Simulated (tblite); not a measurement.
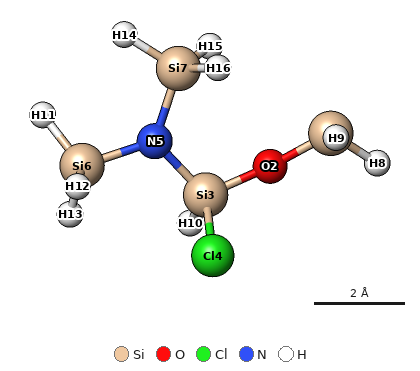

**Figure 1.** The structure as given in the input (ball-and-stick view, seen at a tilt; atoms are numbered from 1 in the order of the input).

**Frequency calculation, with input and output: Si4NH9ClO**

- system: Si4NH9ClO, multiplicity 2
- method: GFN2-xTB harmonic vibrations, gas phase (tblite 0.8.0)

It belongs to a series of runs on one base structure; here: H removed from Si.

**What the program printed**
```
mode    cm-1     km/mol
  1       9.5      0.47
  2      26.9      0.81
  3      48.4      0.52
  4      60.5      1.50
  5      76.3      3.21
  6      98.1      1.61
  7     128.3      1.06
  8     151.8      5.31
  9     190.2      6.65
 10     222.8      8.88
 11     229.8      2.00
 12     298.3     33.66
 13     450.6     18.16
 14     532.1      5.83
 15     564.0      1.49
 16     572.8      5.78
 17     576.8     62.19
 18     583.4     44.10
 19     596.8     75.11
 20     606.8     64.35
 21     646.1    213.78
 22     655.0    184.77
 23     706.3    228.89
 24     732.3     15.81
 25     757.7     57.50
 26     766.3     44.28
 27     772.4    325.82
 28     782.3    240.21
 29     796.0    738.82
 30     827.1    290.23
 31     975.6    389.71
 32     995.7    515.23
 33    1094.7    649.63
 34    2210.0    222.56
 35    2245.6    115.38
 36    2248.3    511.37
 37    2261.5    149.06
 38    2275.3    153.10
 39    2291.6    320.34
 40    2297.0    575.47
 41    2306.9    253.17
 42    2353.6    309.07
```

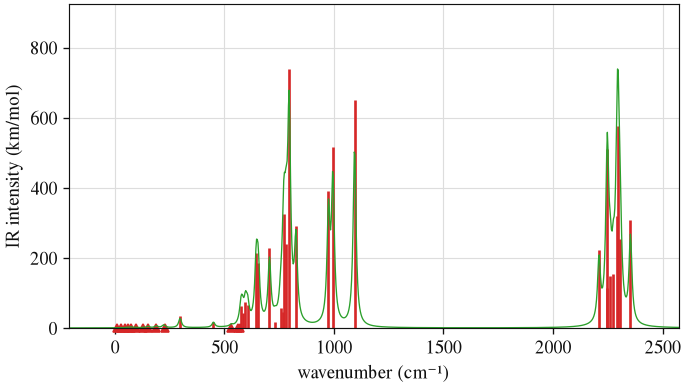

**Figure 2.** Harmonic infrared spectrum, unscaled: sticks (degenerate modes added up, dark ones marked on the axis) with a Lorentzian envelope of 16 cm⁻¹ full width, scaled to the tallest stick. 42 modes from 10 to 2354 cm⁻¹, none imaginary. The strongest line is at 796 cm⁻¹ (739 km/mol).

This output came from the following input.

**The input**
```
{"job": {"kind": "ir", "xc": "GFN2-xTB", "basis": "xTB"}, "charge": 0, "multiplicity": 2}
Si     2.892033     1.185517     0.294966
O      1.948906    -0.083161    -0.112962
Si     0.710434    -1.069656     0.142393
Cl     0.866888    -1.815872     1.996633
N     -0.794619    -0.235189    -0.007307
Si    -2.242176    -1.180047     0.243034
Si    -0.816347     1.499741    -0.206530
H      4.230239     0.714433    -0.032825
H      2.669382     1.556411     1.686225
H      0.866715    -2.115544    -0.851455
H     -3.306209    -0.531716    -0.515866
H     -2.553780    -1.239400     1.672214
H     -1.970274    -2.521634    -0.272340
H     -2.220118     1.850869    -0.402648
H     -0.004526     1.845242    -1.374550
H     -0.284148     2.148951     0.997089
```

The first line tells a small driver script what to run in tblite; the rest is the geometry in Å.

Run as:
```bash
OMP_NUM_THREADS=1 python <driver script> task.json out
```

**Key numbers**

| quantity | value |
| --- | --- |
| outcome | converged |
| total energy | −631.9587 eV |
| zero-point energy | 52.9250 kcal/mol |
| hardware | 1 CPU thread, shared host |
| wall time | 1.5 s |
| peak memory | 0.18 GiB |
